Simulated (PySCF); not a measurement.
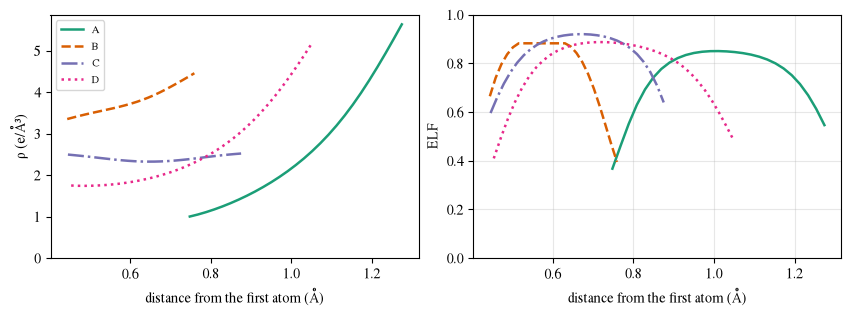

The picture shows: C₅H₁₁NOSi₂. Total electron density and electron localisation function along straight lines between neighbouring atoms. The curves leave out the atomic cores.

Geometry: GFN2-xTB.

Theory: PySCF 2.14.0, PBE0/pcSseg-1, SCF density, gas phase, non-relativistic.

```xyz
20

C    -1.3409   -0.7394   -1.6046
C    -1.7809   -0.3386   -0.4245
C    -3.2238   -0.0671   -0.1269
C    -0.8608   -0.1093    0.7460
O     0.4747   -0.3622    0.4229
Si    1.8452    0.2588    1.0179
Si    3.4260   -0.4671   -0.4833
C     1.6729    2.1324    1.0579
N     1.5433    3.2716    1.0457
H    -0.2961   -0.9249   -1.7814
H    -2.0091   -0.8967   -2.4332
H    -3.5772   -0.7227    0.6684
H    -3.3541    0.9614    0.2080
H    -3.8339   -0.2287   -1.0108
H    -1.1547   -0.7675    1.5758
H    -0.9734    0.9266    1.0938
H     1.9807   -0.0152    2.4611
H     3.8342    0.5887   -1.4138
H     3.0008   -1.6181   -1.2838
H     4.6219   -0.8714    0.2617
```

Which curve belongs to which contact (C–C, C–N, C–O and Si–O)? The first atom named is at distance zero.

Curve A: Si–O (1.62 Å): the density is about 1.2 e/Å³ at the midpoint; the ELF peaks at about 0.85 between the atoms; a polar covalent bond. Curve B: C–N (1.15 Å): the density is about 3.6 e/Å³ at the midpoint; the ELF peaks at about 0.90 between the atoms (a multiple bond). Curve C: C–C (1.32 Å): ρ is about 2.3 e/Å³ halfway; the ELF peaks at about 0.90 between the atoms; a short, multiple covalent bond. Curve D: C–O (1.40 Å): ρ at the midpoint is about 2.1 e/Å³, with its minimum of 1.7 e/Å³ about 0.5 Å from C; the ELF peaks at about 0.90 between the atoms; a polar covalent bond.
